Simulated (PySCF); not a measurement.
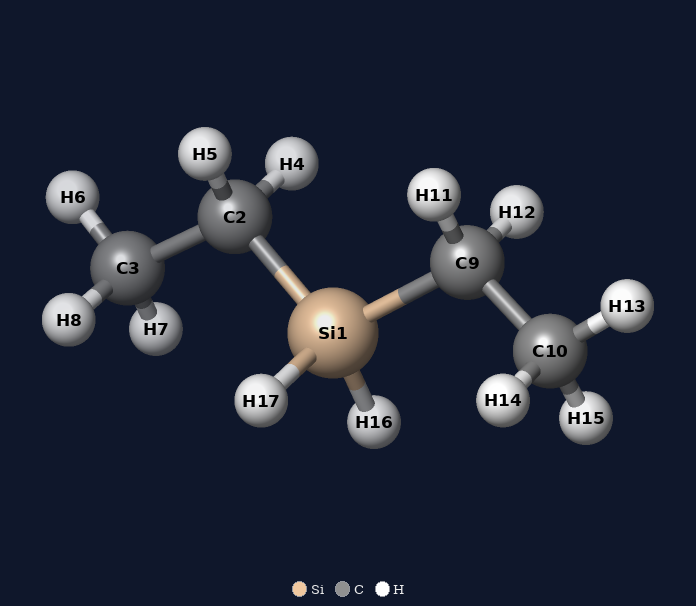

The geometry was computed by an optimisation with PBE0-D3(BJ)/def2-SVP. No frequency run is at hand to confirm it as a minimum. Level of theory: delta-SCF UKS SCAN, pcX-2 on the ionised atom (unc-x2c-TZVPall on a metal), pcseg-1 elsewhere, spin-free X2C (PySCF 2.14.0).

Give the core-electron binding energies (to vacuum; p and d levels without spin–orbit splitting) of Si1 1s, Si1 2p, C2 1s, C3 1s.

```tsv
atom	level	binding energy (eV)
Si1	1s	1845.8
Si1	2p	106.3
C2	1s	290.0
C3	1s	290.6
```
